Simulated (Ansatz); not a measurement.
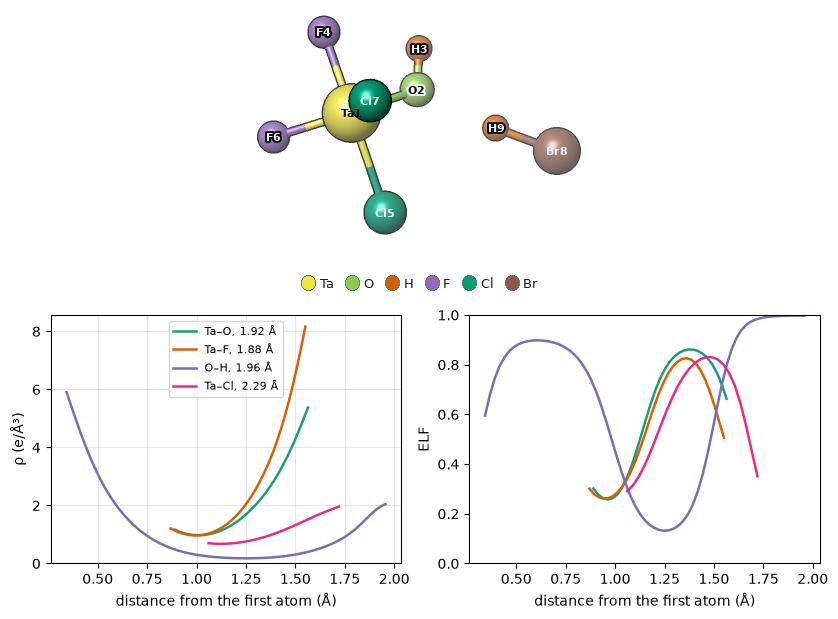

*Cl₂F₂HOTa···HBr. Electron density and ELF along straight lines between neighbouring atoms. The curves leave out the atomic cores. The structure is drawn too.*

Core potentials replace the inner electrons of Ta.

Level of theory: RKS PBE/def2-SVP in Ansatz.

```yaml
atoms:
  - { symbol: Ta, position_ang: [-0.2076, 0.1800, 0.1216] }
  - { symbol: O, position_ang: [1.5321, -0.6429, 0.1210] }
  - { symbol: H, position_ang: [2.0553, -0.6943, 0.9463] }
  - { symbol: F, position_ang: [0.1221, 0.4637, 1.9789] }
  - { symbol: Cl, position_ang: [-0.1782, 0.0687, -2.2084] }
  - { symbol: F, position_ang: [-0.5904, 2.0181, 0.0355] }
  - { symbol: Cl, position_ang: [-1.9525, -1.2683, 0.4662] }
  - { symbol: Br, position_ang: [2.8755, -2.8793, -2.0556] }
  - { symbol: H, position_ang: [2.3368, -1.8464, -1.1937] }
```

Q: Compare the contacts.

A: Ta–O (1.92 Å): ρ is about 1 e/Å³ halfway; the ELF peaks at about 0.85 in the valence shell of O, 0.6 Å from its nucleus, and drops to about 0.25 between the two atoms.
Ta–F (1.88 Å): ρ at the midpoint is about 1 e/Å³; the ELF peaks at about 0.85 in the valence shell of F, 0.5 Å from its nucleus, and drops to about 0.25 between the two atoms.
O2···H9 (1.96 Å): the density falls to about 0.18 e/Å³ on the way; the ELF dips to about 0.15 between them.
Ta–Cl (2.29 Å): ρ is about 0.68 e/Å³ halfway; the ELF peaks at about 0.85 in the valence shell of Cl, 0.8 Å from its nucleus, and is about 0.40 at the midpoint.
